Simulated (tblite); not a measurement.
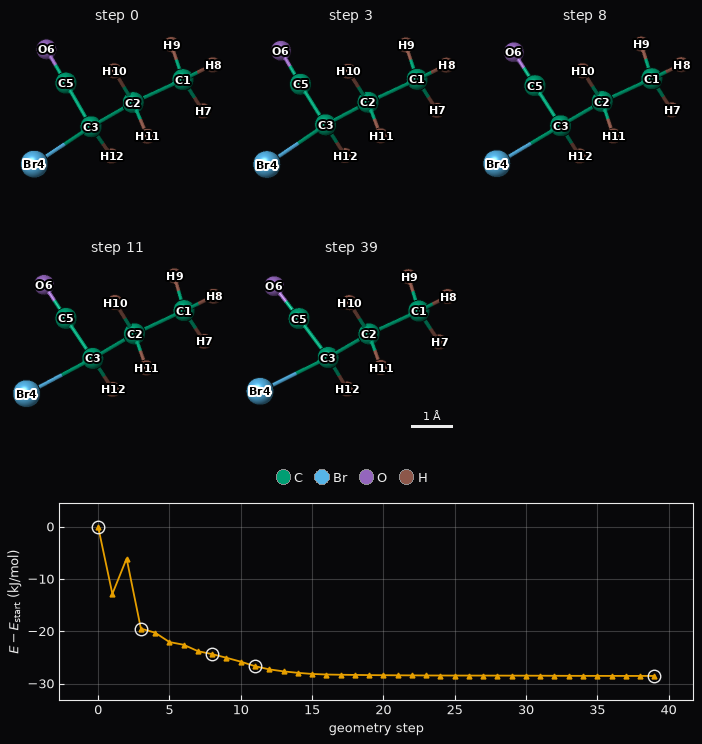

Frames of a relaxation of C$_{4}$H$_{6}$BrO (charge +1), marked on the history of the run. A ball-and-stick model, seen from a free direction.

Method: GFN2-xTB geometry optimisation, gas phase in tblite. 

> What happens along the run?

The atom that moves furthest after the best rigid fit is Br4 (0.29 Å). Largest moves by element: Br 0.29 Å, O 0.24 Å, C 0.10 Å, H 0.08 Å. Among the contacts that change: C3–Br4 1.929 → 2.047 Å, C3–C5 1.471 → 1.391 Å, C2–H11 1.118 → 1.091 Å, C1–H7 1.107 → 1.087 Å. Bond angles that change, for instance: Br4–C3–C5 108.6° → 94.1°, C5–C3–H12 108.9° → 114.1°, C2–C3–C5 110.6° → 114.8°. After 39 geometry steps the energy has fallen by 28.5 kJ/mol. From step 0 to 3: C3 moves most (0.06 Å), energy −19.5 kJ/mol. From step 3 to 8: Br4 moves most (0.11 Å), energy −4.88 kJ/mol. From step 8 to 11: Br4 moves most (0.11 Å), energy −2.30 kJ/mol. From step 11 to 39: O6 moves most (0.11 Å), energy −1.87 kJ/mol.

```json
{"step": "0", "E − E(0), kJ/mol": "0.00"}
{"step": "1", "E − E(0), kJ/mol": "-12.86"}
{"step": "2", "E − E(0), kJ/mol": "-6.09"}
{"step": "3", "E − E(0), kJ/mol": "-19.50"}
{"step": "4", "E − E(0), kJ/mol": "-20.28"}
{"step": "5", "E − E(0), kJ/mol": "-22.07"}
{"step": "6", "E − E(0), kJ/mol": "-22.58"}
{"step": "7", "E − E(0), kJ/mol": "-23.81"}
{"step": "8", "E − E(0), kJ/mol": "-24.38"}
{"step": "9", "E − E(0), kJ/mol": "-25.08"}
{"step": "10", "E − E(0), kJ/mol": "-25.82"}
{"step": "12", "E − E(0), kJ/mol": "-27.29"}
{"step": "13", "E − E(0), kJ/mol": "-27.67"}
{"step": "15", "E − E(0), kJ/mol": "-28.17"}
{"step": "16", "E − E(0), kJ/mol": "-28.27"}
{"step": "18", "E − E(0), kJ/mol": "-28.35"}
{"step": "19", "E − E(0), kJ/mol": "-28.39"}
{"step": "21", "E − E(0), kJ/mol": "-28.42"}
{"step": "22", "E − E(0), kJ/mol": "-28.44"}
{"step": "24", "E − E(0), kJ/mol": "-28.47"}
{"step": "25", "E − E(0), kJ/mol": "-28.47"}
{"step": "27", "E − E(0), kJ/mol": "-28.48"}
{"step": "28", "E − E(0), kJ/mol": "-28.48"}
{"step": "30", "E − E(0), kJ/mol": "-28.50"}
{"step": "31", "E − E(0), kJ/mol": "-28.50"}
{"step": "33", "E − E(0), kJ/mol": "-28.52"}
{"step": "34", "E − E(0), kJ/mol": "-28.53"}
{"step": "36", "E − E(0), kJ/mol": "-28.54"}
{"step": "37", "E − E(0), kJ/mol": "-28.54"}
{"step": "39", "E − E(0), kJ/mol": "-28.55"}
```
